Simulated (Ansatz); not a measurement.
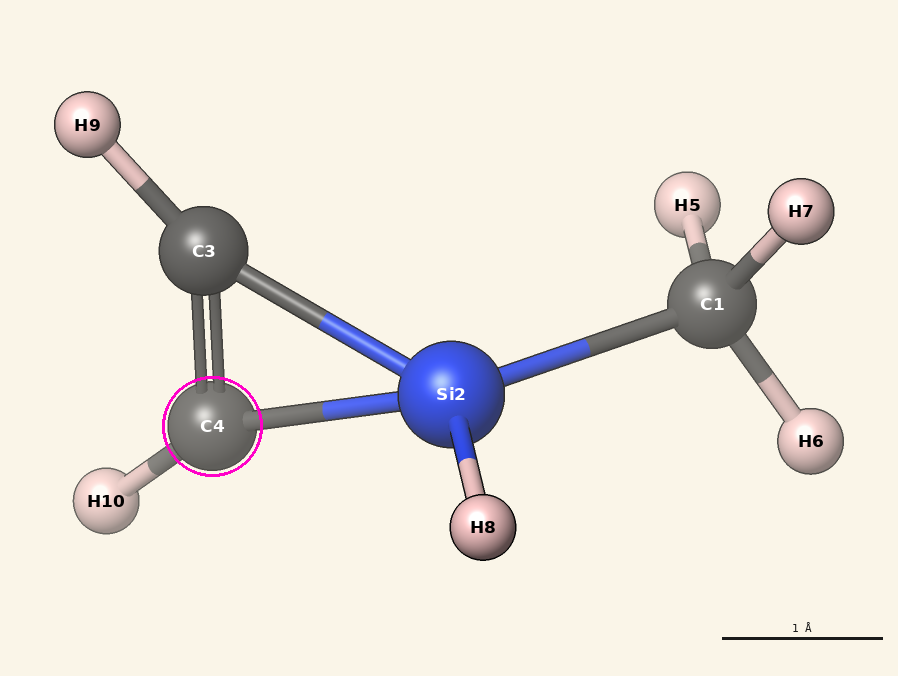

Orthographic view. Depth is shown by fading: the farther an atom, the more it takes the colour of the background. The computed structure is the end point of a PBE0-D4/def2-TZVP optimisation.

Question: Which atoms are bonded to the circled atom?

Answer: The circled atom is C4; it is bonded to Si2, C3, H10.

Question: Which atom is nearest the viewer?

Answer: H8, 1.7 Å in front of the mean position.

Question: What is the shortest path along bonds from the circled atom to H7?

Answer: C4–Si2–C1–H7, 3 bonds; through space the two are 4.05 Å apart.

Question: Of C1 and H7, which is nearer the viewer?

Answer: H7; the bond to C1 points away from the viewer, so it looks shorter than its 1.09 Å.
